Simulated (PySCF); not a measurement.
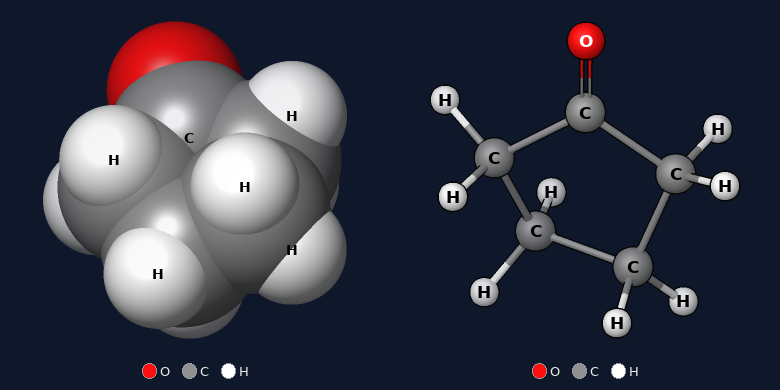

Both panels show the same species.

Description:

It has 14 atoms: 5 carbon, 8 hydrogen and 1 oxygen (C₅H₈O). SMILES: `O=C1CCCC1`. Independent rings (smallest set): 1 of 5 members. Among its groups: ketone. This geometry has C2 symmetry. Coordination: 1 C trigonal planar; 4 C tetrahedral.

More results for the same structure follow; atom numbers are the same in all pictures, views and colours differ. The computed structure is the end point of a PBE0-D3(BJ)/def2-SVP optimisation. No frequency run is at hand to confirm it as a minimum.

## Geometry

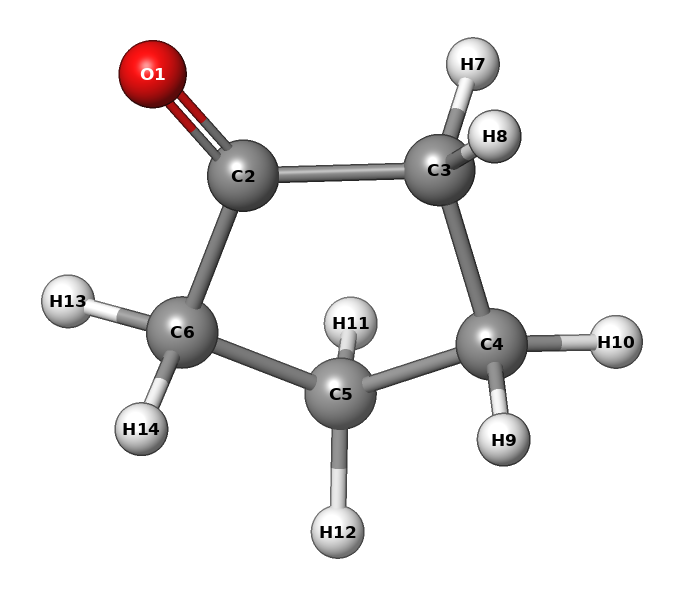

The atoms are numbered. No frequency run is at hand to confirm it as a minimum.

Give the bond lengths.

| bond | length (Å) | order |
| --- | --- | --- |
| O1–C2 | 1.202 | double |
| C2–C3 | 1.524 | single |
| C2–C6 | 1.524 | single |
| C3–C4 | 1.526 | single |
| C3–H7 | 1.105 | single |
| C3–H8 | 1.099 | single |
| C4–C5 | 1.535 | single |
| C4–H9 | 1.103 | single |
| C4–H10 | 1.099 | single |
| C5–C6 | 1.526 | single |
| C5–H11 | 1.103 | single |
| C5–H12 | 1.099 | single |
| C6–H13 | 1.099 | single |
| C6–H14 | 1.105 | single |

## NMR shielding

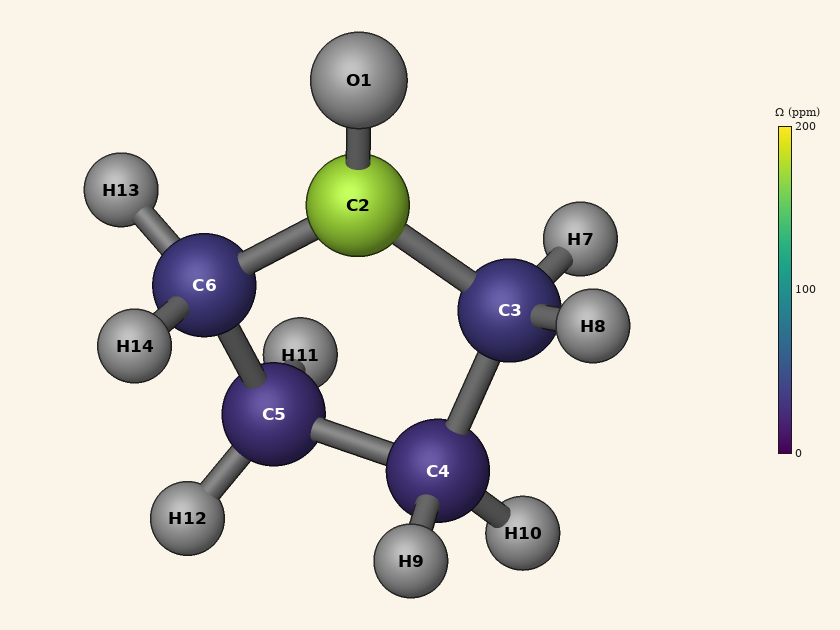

The C atoms are coloured by the span of their shielding tensor. No frequency run is at hand to confirm it as a minimum. Properties computed with GIAO PBE0/pcSseg-1 NMR shielding, non-relativistic, gas phase (PySCF 2.14.0). Principal shieldings σ11 ≤ σ22 ≤ σ33, span Ω = σ33 − σ11, skew κ = 3(σiso − σ22)/Ω.

Which C atom has the most anisotropic shielding?

Answer. C2, with a span of 172 ppm.

Give the shielding tensors of the C atoms.

```json
{"atom": "C2", "σ11": "−108.8", "σ22": "−61.5", "σ33": "63.0", "σiso": "−35.8", "Ω": "171.7", "κ": "0.45"}
{"atom": "C3, C6", "σ11": "130.2", "σ22": "137.8", "σ33": "165.6", "σiso": "144.5", "Ω": "35.4", "κ": "0.57"}
{"atom": "C4, C5", "σ11": "142.4", "σ22": "161.5", "σ33": "172.4", "σiso": "158.8", "Ω": "30.0", "κ": "−0.27"}
```

Shieldings and span in ppm.

## Dipole moment

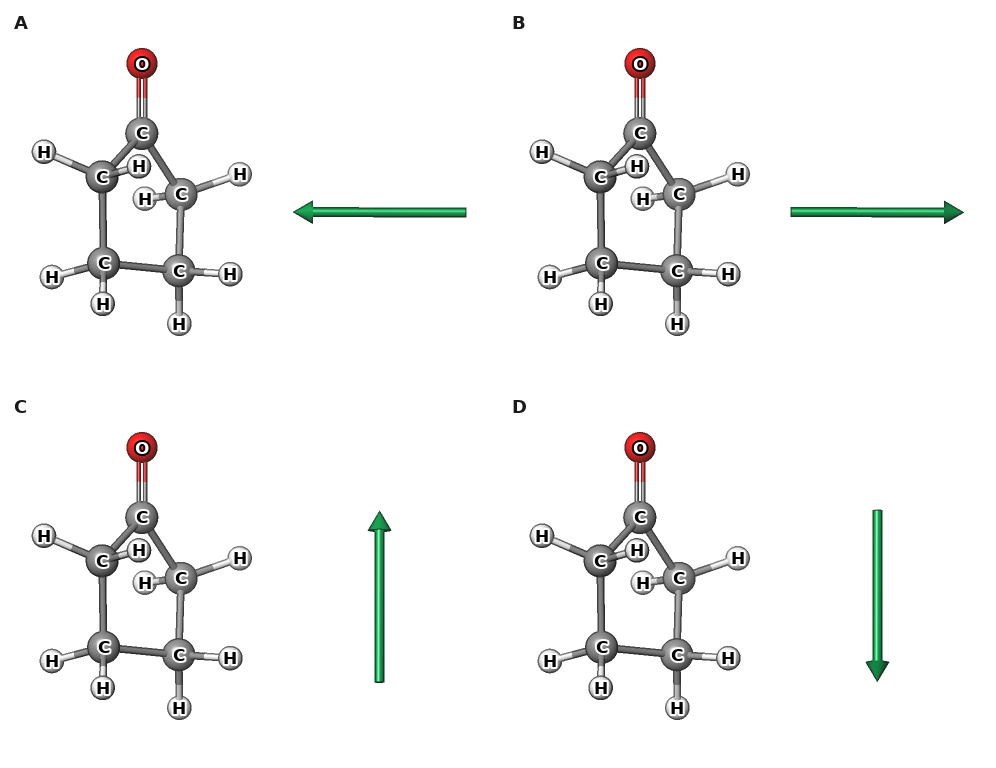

The same molecule four times, each with an arrow. No frequency run is at hand to confirm it as a minimum. Level of theory: PBE0/pcSseg-1, gas phase (PySCF 2.14.0).

Which arrow points along the dipole moment, from the negative to the positive end?

Answer. D. The dipole moment is 3.04 D.

## Quadrupole coupling

No frequency run is at hand to confirm it as a minimum. Electric field gradients from the ground-state density, B3LYP/pcJ-1 (PySCF 2.14.0), non-relativistic apart from any core potentials.

Give the largest field-gradient component, the quadrupole coupling constant and the asymmetry for 17O at O1 (Q = −25.6 mb), 2H at H7 (Q = 2.86 mb), 2H at H8 (Q = 2.86 mb), 2H at H9 (Q = 2.86 mb), 2H at H10 (Q = 2.86 mb).

| atom | V_zz (a.u.) | e²qQ/h (MHz) | η |
| --- | --- | --- | --- |
| O1 | −1.915 | 11.52 | 0.48 |
| H7 | 0.273 | 0.184 | 0.01 |
| H8 | 0.282 | 0.189 | 0.01 |
| H9 | 0.274 | 0.184 | 0.00 |
| H10 | 0.282 | 0.189 | 0.01 |
